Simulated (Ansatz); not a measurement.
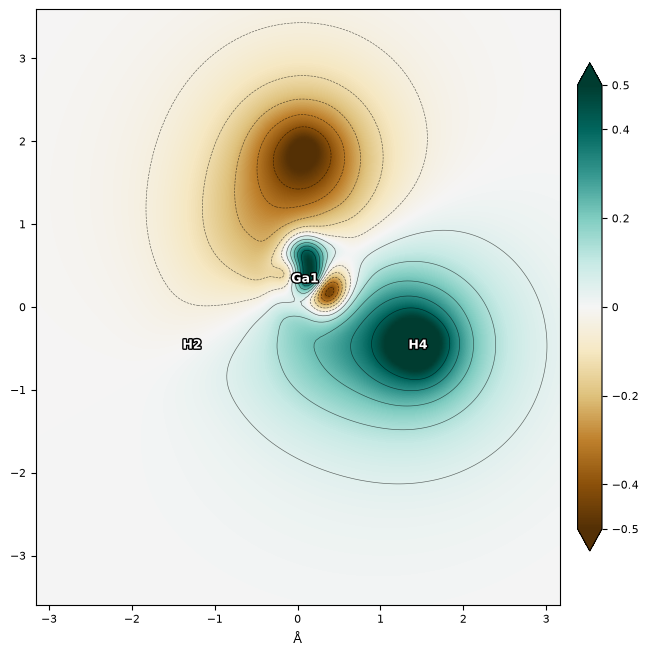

Figure 1: GaH3···HCl. The HOMO on the plane of atoms H2, Ga1 and H4 (values in Å⁻³ᐟ²; the overall sign is arbitrary).

Method: RKS PBE-D4/def2-TZVP in Ansatz 0.2.0.

Input

```
crystal:
  periodic: [false, false, false]
  atoms:
    - { symbol: Ga, position_ang: [-0.573827, 0.858272, 0.013683] }
    - { symbol: H, position_ang: [0.336638, 0.358086, -1.136619] }
    - { symbol: H, position_ang: [0.041748, 1.807609, 1.10646] }
    - { symbol: H, position_ang: [-2.087203, 0.428922, 0.020741] }
    - { symbol: H, position_ang: [1.094581, -1.280168, -0.484377] }
    - { symbol: Cl, position_ang: [1.188163, -2.172621, 0.480112] }
basis:
  gaussian: { orbitals: def2-TZVP }
hamiltonian:
  xc: pbe
  dispersion: d4
relax:
  f_tol: 0.03
  max_steps: 50
output:
  orbitals: {}
```

Run with:

```sh
ansatz run input.yaml --threads 2 --pin off --max-ram 3072MiB --backend cpu --events-out ev --progress --plain --runs-dir out
```

The fields are those of the run's last geometry, not of the input's.

Describe this orbital and give its energy.

Answer. It lies mainly on Ga1 (about 40 %), H3 (about 30 %) and H4 (about 30 %). Its energy is −6.90 eV.
